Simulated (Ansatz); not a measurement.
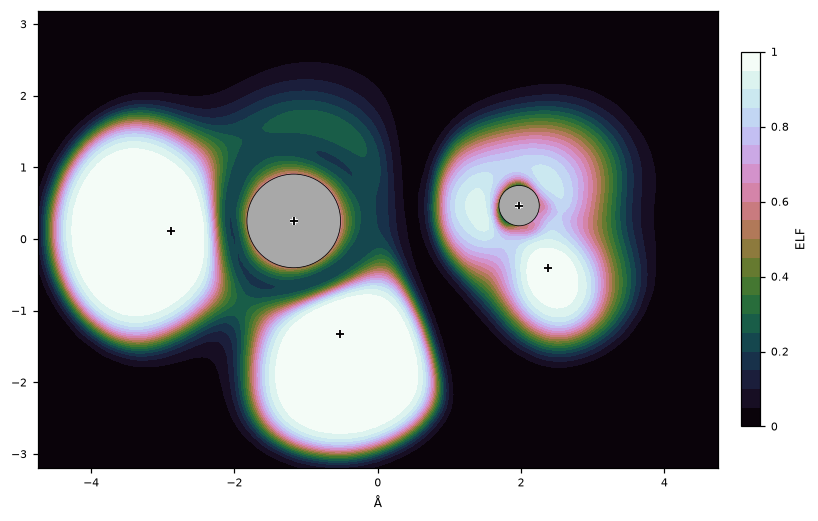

The electron localisation function on a plane through atoms (crosses mark nuclei in the plane; grey discs cover the cores).

All numbers below come from Ansatz 0.2.0, RKS PBE0-D4/def2-TZVPP.

Candidates:
A. AlHOS···H2
B. H4Sn···H2O
C. AlHO···HCl

**Which candidate gave the map?**

Candidate B: H4Sn···H2O on the plane of atoms H5, Sn1 and H7, which holds Sn, O and H. Sn1···O2 (3.15 Å): the ELF dips to about 0.05 between them. O–H (0.96 Å): the ELF climbs to about 1 towards the hydrogen, as it does in any bond to H; an ordinary covalent bond to hydrogen.
